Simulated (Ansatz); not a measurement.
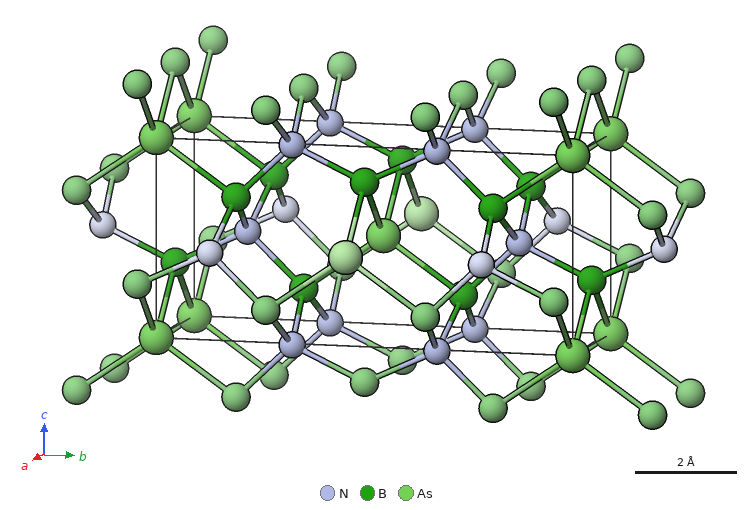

Ball-and-stick representation of a periodic structure, projected slightly off an axis. The lines enclose the conventional unit cell; boundary atoms appear with their images. Neighbours across the faces are drawn wherever a bond reaches them, in fainter colours.

B3AsN2, space group Imm2 (No. 44), a = 2.853 Å, b = 8.582 Å, c = 4.025 Å, α = 90.00°, β = 90.00°, γ = 90.00°. The structure was taken from a structure type filled with these elements by a generator (whether the compound takes this form wasn't checked). Earlier steps of the study may have refined or changed the cell and positions. A calculation with Ansatz used it as input.

This one geometry was computed with Ansatz (DFT, plane waves, PAW) at five levels of theory: PBE0, PBE with spin-orbit coupling, HSE06, PBE and r2SCAN. It was relaxed beforehand with r2SCAN.

Q: Which level gives the highest pressure at this volume, and what does that say about its equilibrium volume?

A: Highest: PBE with spin-orbit coupling (2.8 GPa) and PBE (2.8 GPa), which points to the largest equilibrium volume. Lowest, with the smallest volume: PBE0 (-3.2 GPa) and HSE06 (-3.2 GPa). Levels within 0.5 GPa of each other can't be told apart.

Q: How does the band gap change with the level of theory?

A: PBE: a gap of 0.15 eV, direct; PBE with spin-orbit coupling: a gap of 0.15 eV, direct; r2SCAN: a gap of 0.39 eV, direct; HSE06: a gap of 0.93 eV, direct; PBE0: a gap of 1.65 eV, direct.

Q: Collect the results in a table.

A:
| level | cutoff (eV) | k-mesh of the run's cell | gap (eV) | pressure (GPa) |
| --- | --- | --- | --- | --- |
| PBE0 | 420 | 6×6×6 | 1.65 | -3.2 |
| PBE with spin-orbit coupling | 420 | 10×10×10 | 0.15 | 2.8 |
| HSE06 | 420 | 6×6×6 | 0.93 | -3.2 |
| PBE | 420 | 10×10×10 | 0.15 | 2.8 |
| r2SCAN | 500 | 10×10×10 | 0.39 | 0.0 |

Gaps are taken on the k-mesh or band path of each run.
